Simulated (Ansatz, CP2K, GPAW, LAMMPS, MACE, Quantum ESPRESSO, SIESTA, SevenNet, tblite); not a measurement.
**Running glassy 70P2O5-10Al2O3-20CaO (mol %) (58 atoms) with CP2K**

How do the settings of CP2K change the result for glassy 70P2O5-10Al2O3-20CaO (mol %) (58 atoms)? A plane-wave run serves as the yardstick.

Program: CP2K 2026.2. Level of theory: the method is named at each step. Results are calculated unless marked as measured.

## Step 1: The structure

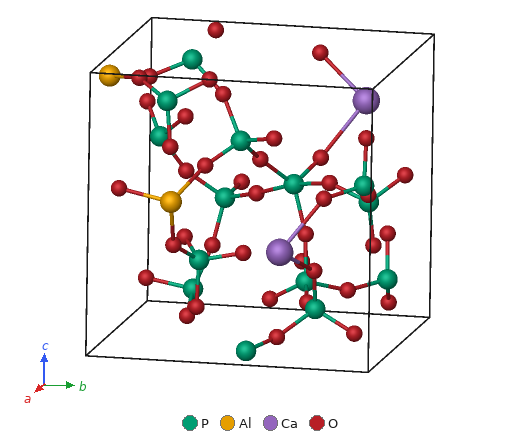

The starting structure, seen slightly off an axis (phosphorus teal, aluminium orange, calcium purple, oxygen red). Bonds to atoms that aren't drawn are left out.

The cell holds 58 atoms: 14 P, 2 Al, 2 Ca and 40 O. Its edges and angles: a = 9.332 Å, b = 9.332 Å, c = 9.332 Å, α = 90.0°, β = 90.0°, γ = 90.0°. 58 atoms (14 P, 2 Al, 2 Ca, 40 O) placed at random at 2.49 g/cm³, melted at 4000 K for 10 ps at fixed volume with the Morse and Coulomb pair potential with partial charges (Pedone, Malavasi, Menziani, Cormack and Segre, J. Phys. Chem. B 110, 11780 (2006)). Quenched from 4000 K to 300 K at 5 K/ps and fixed volume, held 10 ps at zero pressure.

The yardstick, on the same geometry:

```
method                                           : Kohn-Sham DFT, PBE, PAW, plane waves (Ansatz 0.2.0); cutoff 420 eV, Γ point, fermi-dirac smearing of 0.05 eV; PAW set soft_2
r.m.s. force component                           : 1.701 eV/Å
longest force                                    : 7.519 eV/Å
pressure                                         : 1.597 GPa
gap (highest filled to lowest empty level) : 0.6959 eV
SCF cycles                                       : 10
time                                             : 5.6 s on 4 threads of Arm Neoverse V2, shared host
CPU time                                         : 21 s
```

## Step 2: PBE, DZVP-MOLOPT-SR, 600/50 Ry, diagonalisation

Method: Kohn-Sham DFT, PBE, GTH-PBE pseudopotentials, Gaussian and plane waves, DZVP-MOLOPT-SR-GTH, diagonalisation.

Contents of input.inp:

```
&GLOBAL
  PROJECT cell
  RUN_TYPE ENERGY_FORCE
  PRINT_LEVEL LOW
&END GLOBAL
&FORCE_EVAL
  METHOD QS
  STRESS_TENSOR ANALYTICAL
  &DFT
    BASIS_SET_FILE_NAME BASIS_MOLOPT
    POTENTIAL_FILE_NAME GTH_POTENTIALS
    &MGRID
      CUTOFF 600
      REL_CUTOFF 50
      NGRIDS 5
    &END MGRID
    &QS
      EPS_DEFAULT 1.0E-12
    &END QS
    &SCF
      SCF_GUESS ATOMIC
      EPS_SCF 1.0E-06
      MAX_SCF 200
      ADDED_MOS 14
      &DIAGONALIZATION
        ALGORITHM STANDARD
      &END DIAGONALIZATION
      &SMEAR ON
        METHOD FERMI_DIRAC
        ELECTRONIC_TEMPERATURE [K] 580
      &END SMEAR
      &MIXING
        METHOD BROYDEN_MIXING
        ALPHA 0.3
        NBROYDEN 8
      &END MIXING
      &PRINT
        &RESTART OFF
        &END RESTART
      &END PRINT
    &END SCF
    &XC
      &XC_FUNCTIONAL PBE
      &END XC_FUNCTIONAL
    &END XC
    &PRINT
      &MULLIKEN ON
      &END MULLIKEN
      &HIRSHFELD ON
        SHAPE_FUNCTION DENSITY
      &END HIRSHFELD
      &MO ON
        EIGENVALUES T
        OCCUPATION_NUMBERS T
        MO_INDEX_RANGE 157 180
        &EACH
          QS_SCF 0
        &END EACH
        ADD_LAST NUMERIC
      &END MO
    &END PRINT
  &END DFT
  &SUBSYS
    &CELL
      A 9.33176 0.00000 0.00000
      B 0.00000 9.33176 0.00000
      C 0.00000 0.00000 9.33176
    &END CELL
    &COORD
      SCALED
      P 0.96134 0.55846 0.04248
      P 0.24478 0.21348 0.10247
      P 0.97842 0.26931 0.91185
      P 0.51680 0.88921 0.50080
      P 0.37160 0.59155 0.51858
      P 0.18058 0.88720 0.16270
      P 0.61773 0.45439 0.71143
      P 0.71760 0.74869 0.15446
      P 0.82040 0.93661 0.62034
      P 0.62786 0.31576 0.28471
      P 0.40671 0.64716 0.18509
      P 0.19021 0.30966 0.41895
      P 0.30055 0.10087 0.64485
      P 0.54101 0.26140 0.97283
      Al 0.87619 0.26608 0.53491
      Al 0.76979 0.01924 0.94584
      Ca 0.99418 0.67923 0.40411
      Ca 0.10145 0.78530 0.77238
      O 0.38503 0.20722 0.73796
      O 0.89277 0.15088 0.96976
      O 0.23967 0.65711 0.59035
      O 0.03573 0.33470 0.44682
      O 0.49734 0.90377 0.34516
      O 0.61998 0.30738 0.11756
      O 0.77677 0.75564 0.30065
      O 0.20876 0.27168 0.25320
      O 0.48006 0.49496 0.62217
      O 0.38311 0.63878 0.34720
      O 0.91650 0.40429 0.98356
      O 0.80535 0.93880 0.78514
      O 0.29758 0.77227 0.14018
      O 0.05324 0.60944 0.92200
      O 0.93337 0.81951 0.58979
      O 0.04425 0.55440 0.18074
      O 0.12770 0.25425 0.99561
      O 0.82578 0.63799 0.06990
      O 0.06702 0.86837 0.05817
      O 0.87640 0.08161 0.57259
      O 0.28259 0.44047 0.46039
      O 0.57681 0.38030 0.86418
      O 0.98766 0.28449 0.75234
      O 0.47333 0.73991 0.55125
      O 0.72809 0.89058 0.07777
      O 0.71755 0.35106 0.63761
      O 0.19621 0.03099 0.74429
      O 0.62481 0.47060 0.31782
      O 0.69910 0.58935 0.74336
      O 0.39406 0.22579 0.03698
      O 0.49794 0.23505 0.33714
      O 0.23678 0.18108 0.51593
      O 0.75877 0.25198 0.35937
      O 0.41741 0.99489 0.58302
      O 0.56325 0.68660 0.14404
      O 0.23639 0.04503 0.12980
      O 0.61870 0.12821 0.91997
      O 0.36657 0.51244 0.10788
      O 0.13108 0.87472 0.31401
      O 0.66763 0.91954 0.55755
    &END COORD
    &KIND P
      BASIS_SET DZVP-MOLOPT-SR-GTH-q5
      POTENTIAL GTH-PBE-q5
    &END KIND
    &KIND Al
      BASIS_SET DZVP-MOLOPT-SR-GTH-q3
      POTENTIAL GTH-PBE-q3
    &END KIND
    &KIND Ca
      BASIS_SET DZVP-MOLOPT-SR-GTH-q10
      POTENTIAL GTH-PBE-q10
    &END KIND
    &KIND O
      BASIS_SET DZVP-MOLOPT-SR-GTH-q6
      POTENTIAL GTH-PBE-q6
    &END KIND
  &END SUBSYS
  &PRINT
    &FORCES ON
    &END FORCES
    &STRESS_TENSOR ON
    &END STRESS_TENSOR
  &END PRINT
&END FORCE_EVAL
```

Run with:

```sh
OMP_NUM_THREADS=2 cp2k.psmp -i input.inp > output.txt
```

Numbers of over 12 decimals in the logs are rounded to 6 here.

Log:

```text
CP2K| version string:                                       CP2K version 2026.2
 CP2K| Input file name                                                 input.inp
 GLOBAL| Basis set file name                                        BASIS_MOLOPT
 GLOBAL| Potential file name                                      GTH_POTENTIALS
 GLOBAL| Run type                                                   ENERGY_FORCE
 GLOBAL| Total number of message passing processes                             1
 GLOBAL| Number of threads for this process                                    2
 TOTAL NUMBERS AND MAXIMUM NUMBERS
  Total number of            - Atomic kinds:                                   4
                             - Atoms:                                         58
                             - Shell sets:                                    58
                             - Shells:                                       292
                             - Primitive Cartesian functions:                276
                             - Cartesian basis functions:                    814
                             - Spherical basis functions:                    756
  Maximum angular momentum of- Orbital basis functions:                        2
                             - Local part of the GTH pseudopotential:          2
                             - Non-local part of the GTH pseudopotential:      3
 SCF PARAMETERS         Density guess:                                    ATOMIC
                        max_scf:                                             200
                        eps_scf:                                        1.00E-06
                        added MOs                                        14    0
                        Mixing method:                            BROYDEN_MIXING
                                                charge density mixing in g-space
                        Smear method:                                FERMI_DIRAC
                        Electronic temperature [K]:                        580.0
                        Electronic temperature [a.u.]:                  1.84E-03
                        Accuracy threshold:                             1.00E-10
 Extrapolation method: initial_guess
 Number of electrons:                                                        336
 Number of occupied orbitals:                                                168
 Number of molecular orbitals:                                               182
 Number of orbital functions:                                                756
 Number of independent orbital functions:                                    756
 SCF WAVEFUNCTION OPTIMIZATION
  Step     Update method      Time    Convergence         Total energy    Change
     1 NoMix/Diag. 0.30E+00    2.3     1.98888623      -816.5444944463 -8.17E+02
     2 Broy./Diag. 0.30E+00    3.1     0.28319351      -758.3092712788  5.82E+01
     3 Broy./Diag. 0.30E+00    3.1     0.14439777      -803.1995121750 -4.49E+01
     4 Broy./Diag. 0.30E+00    3.1     0.05028997      -813.7395144644 -1.05E+01
[...]
18 Broy./Diag. 0.30E+00    3.3     0.00000222      -812.4468529556  6.34E-05
    19 Broy./Diag. 0.30E+00    3.3     0.00000045      -812.4468502305  2.73E-06
  *** SCF run converged in    19 steps ***
  Electronic density on regular grids:       -336.0000000000        0.0000000000
  Core density on regular grids:              335.9999999998       -0.0000000002
  Total charge density on r-space grids:       -0.0000000001
  Total charge density g-space grids:          -0.0000000001
  Overlap energy of the core charge distribution:               3.72412e-06
  Self energy of the core charge distribution:              -2046.608110
  Core Hamiltonian energy:                                    571.256871
  Hartree energy:                                             842.657945
  Exchange-correlation energy:                               -179.752691
  Electronic entropic energy:                                  -0.000868756
  Fermi energy:                                                 0.154568
  Total energy:                                              -812.446850
  Total energy (extrapolated to T->0):                       -812.446416
 MO| EIGENVALUES AND OCCUPATION NUMBERS
 MO|
 MO|  Index      Eigenvalue [a.u.]        Eigenvalue [eV]             Occupation
 MO|    157               0.062254               1.694019               2.000000
 MO|    158               0.063986               1.741143               2.000000
 MO|    159               0.067680               1.841673               2.000000
[...]
MO|    179               0.288733               7.856832               0.000000
 MO|    180               0.293303               7.981185               0.000000
 MO| Sum:                                                             336.000000
 MO| E(Fermi):            0.154568 a.u.          4.206014 eV
 !-----------------------------------------------------------------------------!
                     Mulliken Population Analysis
 #  Atom  Element  Kind  Atomic population                           Net charge
       1     P        1          4.313598                              0.686402
       2     P        1          4.158830                              0.841170
       3     P        1          4.258592                              0.741408
[...]
57     O        4          6.499512                             -0.499512
      58     O        4          6.223655                             -0.223655
 # Total charge                            336.000000                  0.000000
 !-----------------------------------------------------------------------------!
 !-----------------------------------------------------------------------------!
                           Hirshfeld Charges
  #Atom  Element  Kind  Ref Charge     Population                    Net charge
      1       P      1       5.000          4.507                         0.493
      2       P      1       5.000          4.312                         0.688
      3       P      1       5.000          4.433                         0.567
[...]
57       O      4       6.000          6.342                        -0.342
     58       O      4       6.000          6.121                        -0.121
  Total Charge                                                           -0.000
 !-----------------------------------------------------------------------------!
 ENERGY| Total FORCE_EVAL ( QS ) energy [hartree]           -812.446860
 FORCES| Atomic forces [hartree/bohr]
 FORCES|   Atom     x               y               z               |f|
 FORCES|      1  1.00609783E-01  7.72456537E-04  8.23545881E-03   1.00949234E-01
 FORCES|      2 -1.34011076E-02 -7.74471509E-02  2.02619691E-02   8.11677169E-02
 FORCES|      3 -3.20994585E-03  3.68265483E-02 -5.78481697E-02   6.86506311E-02
[...]
FORCES|     57  2.34492523E-03  2.35509664E-03  2.78211741E-02   2.80189736E-02
 FORCES|     58  2.95979963E-02 -2.78925006E-04  1.24393558E-02   3.21069581E-02
 FORCES| Sum    -4.61592106E-03  9.26498651E-04 -5.17418378E-03
 FORCES| Total atomic force                                       6.99552034E-03
 STRESS| Analytical stress tensor [bar]
 STRESS|                        x                   y                   z
 STRESS|      x        3.76910536365E+04   8.99849427222E+03  -7.56153513536E+03
 STRESS|      y        8.99849427222E+03   4.08441247127E+04   3.30057713906E+03
 STRESS|      z       -7.56153513536E+03   3.30057713906E+03   7.59324814164E+03
 STRESS| 1/3 Trace                                             2.87094754969E+04
```

Wall time 71 s (2 threads of Arm Neoverse V2, shared host); peak memory 2.2 GiB; 2.2 min of CPU time.

Banners, paths, timers and routine set-up lines are dropped from the logs unmarked, and long logs keep their key lines alone; longer cuts are marked.

Numbers from this run, and their distance from the reference:

* r.m.s. force component: 1.788 eV/Å
* r.m.s. difference of force components: 130.6 meV/Å
* longest difference of force vectors: 536.4 meV/Å
* force difference over r.m.s. force: 7.677 %
* slope of forces against the reference's: 1.049
* correlation of force components: 0.9984
* pressure: 2.871 GPa
* pressure difference: 1.274 GPa

Length of the force difference by element (eV/Å):

```
element  atoms   mean  most
     Al      2  0.083  0.13
     Ca      2   0.20  0.20
      O     40   0.16  0.32
      P     14   0.31  0.54
```

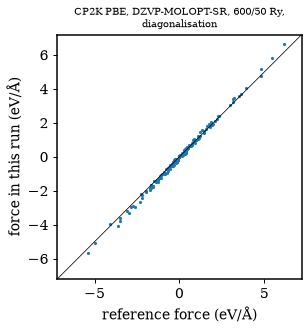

Force components against those of the reference; the line marks equality.

The surroundings of Al16, one of the 2 Al atoms, nearest first, numbered as they follow in the input and with coordinates relative to it.

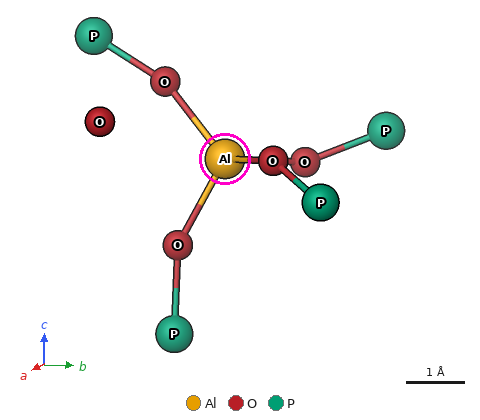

The atoms of the table, within 3.3 Å (arrows a, b, c point along x, y, z); some may hide others; the central atom is ringed.

```
atom      x      y      z  distance (Å)  bonds  Hirshfeld charge (e)     Fx     Fy  Fz (eV/Å)
Al16   0.00   0.00   0.00          0.00      4                  0.57  -1.23  -1.02       0.47
 O20   1.15   1.23   0.22          1.70      2                 -0.25  -0.12  -1.69       1.56
 O30   0.33  -0.75  -1.50          1.71      2                 -0.26   0.05  -0.83      -0.20
 O55  -1.41   1.02  -0.24          1.76      2                 -0.26  -1.43  -0.28       0.03
 O43  -0.39  -1.20   1.23          1.76      2                 -0.25  -0.29   0.71      -1.36
  P3   1.95   2.33  -0.32          3.06      4                  0.57  -0.17   1.89      -2.97
 P14  -2.13   2.26   0.25          3.12      4                  0.62   4.78  -0.19       0.83
  P9   0.47  -0.77  -3.04          3.17      4                  0.59   1.94   0.33       1.09
  P8  -0.49  -2.52   1.95          3.23      4                  0.58   2.22  -0.14       1.48
 O37   2.77  -1.41   1.05          3.28      2                 -0.33  -1.65  -0.24      -3.21
```

Forces lie 7.7 % from the reference's, at 6.3 times its CPU time (on 2 against 4 cores).

## Step 3: PBE, TZVP-UZH, 600/50 Ry, diagonalisation

Method: Kohn-Sham DFT, PBE, GTH-PBE pseudopotentials, Gaussian and plane waves, TZVP-MOLOPT (UZH set), diagonalisation.

input.inp: that of step 2 with these lines changed.

```diff
@@ -9,4 +9,4 @@
   &DFT
-    BASIS_SET_FILE_NAME BASIS_MOLOPT
-    POTENTIAL_FILE_NAME GTH_POTENTIALS
+    BASIS_SET_FILE_NAME BASIS_MOLOPT_UZH
+    POTENTIAL_FILE_NAME POTENTIAL_UZH
     &MGRID
@@ -69,7 +69,30 @@
     &COORD
-      SCALED
-[... 58 atom lines left out: the same atoms as in the first run ...]
+      P 8.97099 5.21141 0.39641
+      P 2.28423 1.99214 0.95623
+      P 9.13038 2.51314 8.50917
+      P 4.82265 8.29789 4.67335
+      P 3.46768 5.52020 4.83926
+      P 1.68513 8.27914 1.51828
+      P 5.76451 4.24026 6.63889
+      P 6.69647 6.98660 1.44138
+      P 7.65578 8.74022 5.78886
+      P 5.85904 2.94660 2.65685
+      P 3.79532 6.03914 1.72722
+      P 1.77499 2.88967 3.90954
+      P 2.80466 0.94129 6.01759
+      P 5.04858 2.43932 9.07822
+      Al 8.17639 2.48299 4.99165
+      Al 7.18350 0.17954 8.82635
+      Ca 9.27745 6.33841 3.77106
+      Ca 0.94671 7.32823 7.20766
+      O 3.59301 1.93373 6.88647
+      O 8.33112 1.40798 9.04957
+[... 34 atom lines left out ...]
+      O 5.77356 1.19642 8.58494
+      O 3.42074 4.78197 1.00671
+      O 1.22321 8.16268 2.93027
+      O 6.23016 8.58093 5.20292
     &END COORD
     &KIND P
-      BASIS_SET DZVP-MOLOPT-SR-GTH-q5
+      BASIS_SET TZVP-MOLOPT-PBE-GTH-q5
       POTENTIAL GTH-PBE-q5
@@ -77,3 +100,3 @@
     &KIND Al
-      BASIS_SET DZVP-MOLOPT-SR-GTH-q3
+      BASIS_SET TZVP-MOLOPT-PBE-GTH-q3
       POTENTIAL GTH-PBE-q3
@@ -81,3 +104,3 @@
     &KIND Ca
-      BASIS_SET DZVP-MOLOPT-SR-GTH-q10
+      BASIS_SET TZVP-MOLOPT-PBE-GTH-q10
       POTENTIAL GTH-PBE-q10
@@ -85,3 +108,3 @@
     &KIND O
-      BASIS_SET DZVP-MOLOPT-SR-GTH-q6
+      BASIS_SET TZVP-MOLOPT-PBE-GTH-q6
       POTENTIAL GTH-PBE-q6
```

Run with:

```sh
OMP_NUM_THREADS=1 mpirun -np 4 cp2k.psmp -i input.inp > output.txt
```

Log:

```text
CP2K| version string:                                       CP2K version 2026.2
 CP2K| Input file name                                                 input.inp
 GLOBAL| Basis set file name                                    BASIS_MOLOPT_UZH
 GLOBAL| Potential file name                                       POTENTIAL_UZH
 GLOBAL| Run type                                                   ENERGY_FORCE
 GLOBAL| Total number of message passing processes                             4
 GLOBAL| Number of threads for this process                                    1
[... lines left out ...]
                        Smear method:                                FERMI_DIRAC
[... lines left out ...]
 Number of electrons:                                                        336
[... lines left out ...]
  Step     Update method      Time    Convergence         Total energy    Change
[... lines left out ...]
  *** SCF run converged in    18 steps ***
[... lines left out ...]
  Fermi energy:                                                 0.155420
  Total energy:                                              -812.555656
  Total energy (extrapolated to T->0):                       -812.555498
[... lines left out ...]
 MO| E(Fermi):            0.155420 a.u.          4.229201 eV
[... lines left out ...]
     58       O      4       6.000          6.129                        -0.129
  Total Charge                                                           -0.000
 !-----------------------------------------------------------------------------!
 ENERGY| Total FORCE_EVAL ( QS ) energy [hartree]           -812.555653
 FORCES| Atomic forces [hartree/bohr]
 FORCES|   Atom     x               y               z               |f|
 FORCES|      1  9.46772850E-02 -3.56268830E-04  5.70027291E-03   9.48493982E-02
 FORCES|      2 -1.40524728E-02 -7.98287054E-02  2.06010388E-02   8.36331095E-02
 FORCES|      3 -9.71338114E-04  3.71341819E-02 -5.22920945E-02   6.41432312E-02
[...]
FORCES|     57  2.19355329E-03  2.59552305E-03  2.76389036E-02   2.78470359E-02
 FORCES|     58  2.82114155E-02 -8.94250541E-04  1.21155498E-02   3.07159600E-02
 FORCES| Sum    -4.32162695E-03  1.05146436E-03 -5.36559466E-03
 FORCES| Total atomic force                                       6.96933590E-03
 STRESS| Analytical stress tensor [bar]
 STRESS|                        x                   y                   z
 STRESS|      x        2.83700808244E+04   9.92908269956E+03  -6.69153958146E+03
 STRESS|      y        9.92908269956E+03   3.22317751947E+04   4.31905205169E+03
 STRESS|      z       -6.69153958146E+03   4.31905205169E+03  -1.59665335076E+03
 STRESS| 1/3 Trace                                             1.96684008894E+04
```

Run time: 43 s. Hardware: 4 MPI ranks; peak memory 3.3 GiB.

Compared with the plane-wave run:

| Item | Value |
| --- | --- |
| r.m.s. force component | 1.73 eV/Å |
| r.m.s. difference of force components | 66.54 meV/Å |
| longest difference of force vectors | 242.7 meV/Å |
| force difference over r.m.s. force | 3.911 % |
| slope of forces against the reference's | 1.016 |
| correlation of force components | 0.9994 |
| gap (highest filled to lowest empty level) | 0.4916 eV |
| gap difference | -0.2043 eV |
| pressure | 1.967 GPa |
| pressure difference | 0.3699 GPa |

Against the first run (7.7 %), the force difference from the reference is 3.9 %, at 1.3 times the CPU time (on 4 against 2 cores), with 982 basis functions against 756; this set comes with other potentials too, so the change isn't the basis's alone.

[end of part 1 of 3]

[Also dropped from logs without a mark: logging warnings of Python, and SIESTA's first energy breakdown and zero terms.]

[Logs are printed without paths, hosts, clocks, repeated set-up lines and the standing remarks that a program may print on its own settings, such as how far it seeks lower states.]

[Hosts, paths, dates, database ids (printed as entryN), source tags and the programs' standing remarks are cut or masked in the printed files.]
